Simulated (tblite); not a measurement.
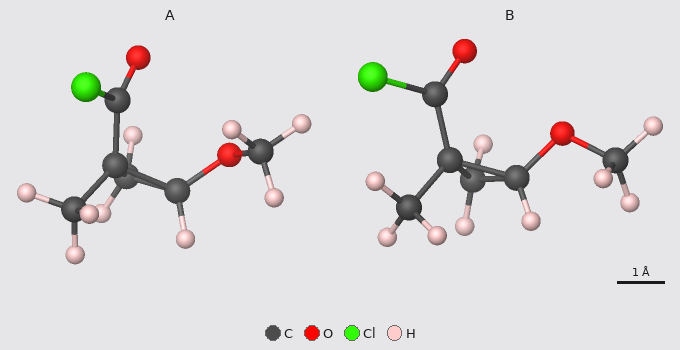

Two geometries of C6H9ClO2, drawn at one scale. One is the start of a relaxation, the other its converged end. The picture is a ball-and-stick view, seen face on.

The calculation used GFN2-xTB geometry optimisation, gas phase in tblite 0.8.0. 

Question: Which one is relaxed?

Answer: Structure A is the relaxed one. Over 122 geometry steps the energy falls by 17.9 kcal/mol. The atom that moves furthest after the best rigid fit is the Cl atom (1.34 Å). Largest moves by element: Cl 1.34 Å, H 1.26 Å, O 0.64 Å, C 0.53 Å. Among the contacts that change: C–C 1.535 → 1.481 Å, C–O 1.233 → 1.187 Å, C–C 1.506 → 1.550 Å, C–Cl 1.757 → 1.787 Å. Bond angles that change, for instance: C–O–C 106.4° → 114.0°, C–C–H 113.7° → 119.2°, H–C–H 103.4° → 109.0°. Groups turn about C–O by about 65°, C–C by about 55°.
